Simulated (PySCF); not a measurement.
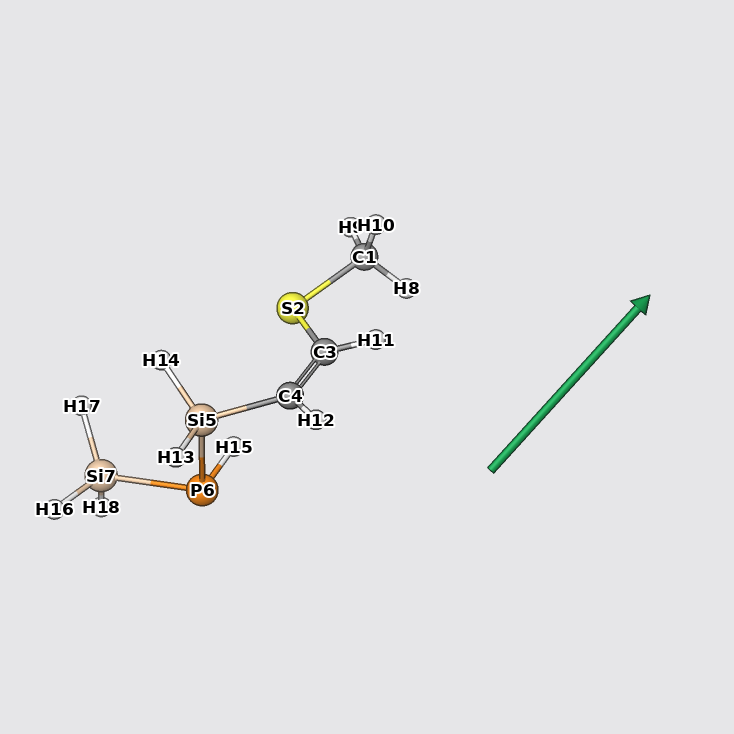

The arrow beside the molecule shows the direction of the dipole moment, from the negative to the positive end (its length means nothing). The geometry was computed by an optimisation with GFN2-xTB. No frequency run is at hand to confirm it as a minimum. Properties computed with PBE0/pcSseg-1, gas phase (PySCF 2.14.0).

**Estimate the dipole moment.**

3.05 D; it points from the side of H16 to the side of H10 (the outermost atoms at the two ends).

The geometry is semi-empirical. Around P, Si such bond lengths and angles can be off by a tenth of an ångström or more and by several degrees, and values that hang on the shape move with them.
